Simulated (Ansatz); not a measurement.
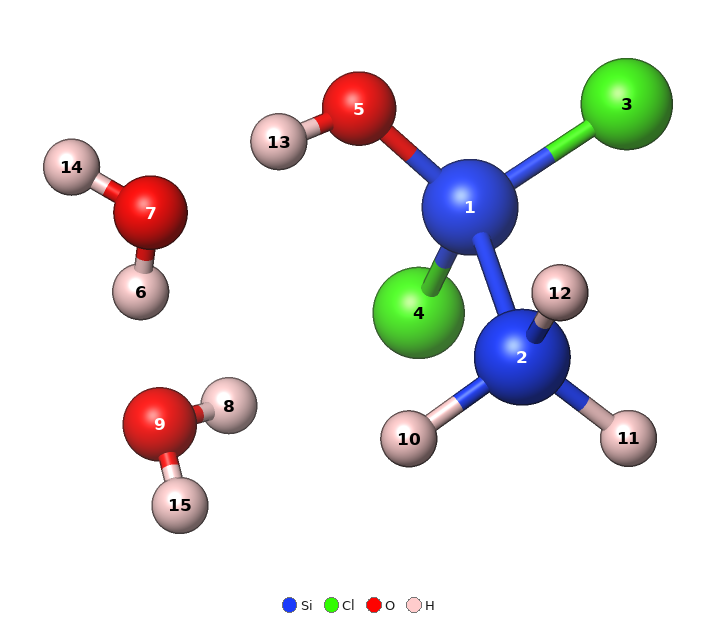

Numbered structure. The computed structure is the end point of a PBE0-D4/def2-TZVP optimisation.

What are the angles Si2–Si1–Cl3, Si2–Si1–Cl4, Si2–Si1–O5, Cl3–Si1–Cl4, Cl3–Si1–O5, Cl4–Si1–O5, Si1–Si2–H10, Si1–Si2–H11, Si1–Si2–H12, Si1–O5–H13?

```tsv
angle	degrees
Si2–Si1–Cl3	110.7
Si2–Si1–Cl4	105.6
Si2–Si1–O5	116.0
Cl3–Si1–Cl4	106.0
Cl3–Si1–O5	107.8
Cl4–Si1–O5	110.3
Si1–Si2–H10	108.6
Si1–Si2–H11	109.4
Si1–Si2–H12	110.5
Si1–O5–H13	119.0
```
